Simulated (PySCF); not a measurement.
Input

```
{"job": {"kind": "uv", "xc": "wB97X-D", "basis": "def2-SVPD", "ip": false, "dynamic": true}, "charge": 0, "multiplicity": 1}
O     -0.849946     0.645384     2.012391
C     -0.321696     0.648798     0.950092
C     -0.744138     0.870665    -0.509726
C     -1.743278    -0.127847    -1.065093
F     -1.808131    -0.063155    -2.389319
F     -1.403491    -1.376523    -0.729680
F     -2.952057     0.121384    -0.568703
O      0.583363     0.604522    -0.920783
C      1.082570     0.400963     0.410749
C      1.683560    -0.954105     0.679892
F      2.960259    -1.016484     0.200395
H     -1.095352     1.890000    -0.751970
H      1.807523     1.185508     0.699188
H      1.071704    -1.735017     0.200780
H      1.694252    -1.117768     1.771782
```

Run with:

```sh
OMP_NUM_THREADS=1 python probes_run.py task.json out
```

Geometry: PBE0-D3(BJ)/def2-SVP.

Method: PySCF, wB97X-D/def2-SVPD, SCF density, gas phase.

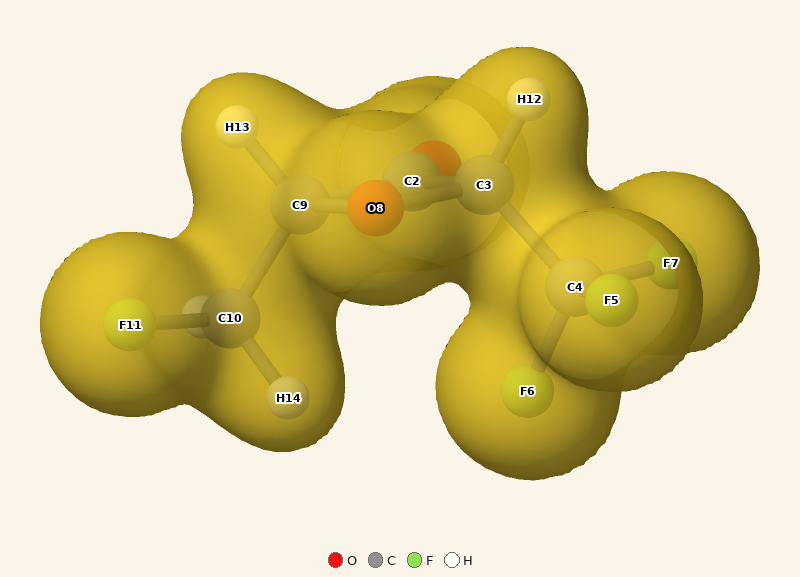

C5H4F4O2. Isosurface of the total electron density at 0.2 e/Å³ (yellow), seen at a tilt.

How is the density connected at this value?

At this value the surface is in one piece. It bridges the sampled C–O (1.19 Å), C–F (1.33 Å), C–C (1.51 Å) and C–H (1.10 Å) contacts, where the density stays above the isovalue. On the grid the lowest density along these lines, outside the cores, is 2.9 e/Å³ (C–O, 1.19 Å), 1.9 e/Å³ (C–F, 1.33 Å), 1.8 e/Å³ (C–C, 1.51 Å) and 1.9 e/Å³ (C–H, 1.10 Å).
